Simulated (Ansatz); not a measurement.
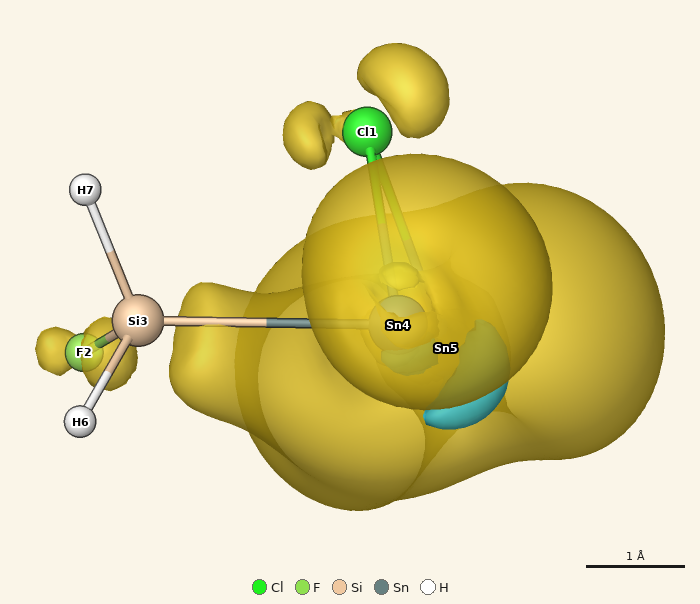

Figure 1: ClFH2SiSn2 (triplet). Isosurfaces of the spin density (α minus β) at +0.015 (yellow) and −0.015 e/Å³ (cyan), seen at an oblique angle.

Geometry: PBE0-D3(BJ)/def2-SVP; core potentials replace the inner electrons of Sn.

Computed with Ansatz 0.2.0, isolated molecule in a Gaussian basis; Kohn-Sham density functional theory, functional PBE0.

```xyz
7

Cl   -2.5860   -3.0577    1.0260
F    -2.4531   -1.4246   -2.2631
Si   -1.3879   -2.6690   -2.2610
Sn   -0.1671   -2.6685    0.0984
Sn   -1.7382   -0.6060    1.5847
H    -0.4639   -2.4542   -3.4214
H    -2.1559   -3.9283   -2.5101
```

Question: Which atoms carry the spin?

Answer: The unpaired spin (2 electrons) lies mostly on Sn5 (about 1.3) and Sn4 (about 0.6), in electrons by Hirshfeld's partition.
